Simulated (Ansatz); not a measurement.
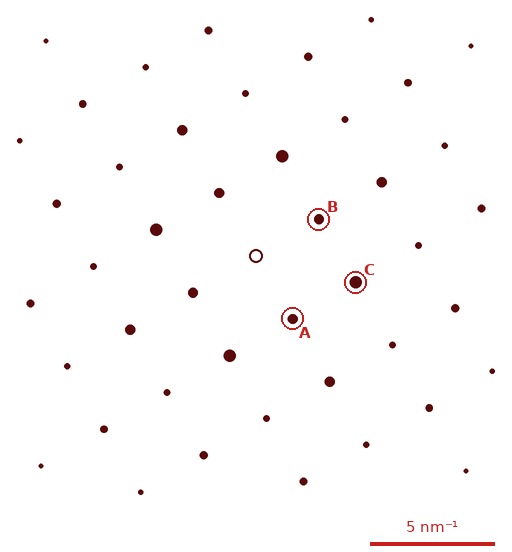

Simulated selected-area electron diffraction pattern (300 kV, kinematic approximation, thin crystal, B = 0.8 Å² for all atoms). The zone axis points towards the electron source and the pattern is seen from the source side.

Crystal: Sn2Ge, space group Fm-3m (No. 225), a = 6.79 Å. Structure: the geometry relaxed with Ansatz 0.2.0, DFT LDA, scalar-relativistic, plane waves, PAW; the starting structure was generated, so it need not be a known form of this composition.

| atom | site | symmetry | x | y | z |
| --- | --- | --- | --- | --- | --- |
| Sn | 8c | -43m | 0.2500 | 0.2500 | 0.7500 |
| Ge | 4a | m-3m | 0.0000 | 0.0000 | 0.0000 |

Spot A is indexed -2 0 0 and spot B 0 -2 0.

> Index the other marked spot.

C = A + B = -2 -2 0 (d = 2.401 Å).

> Which zone axis is this?

The cross product of A and B is parallel to [001]; every spot obeys hu + kv + lw = 0.
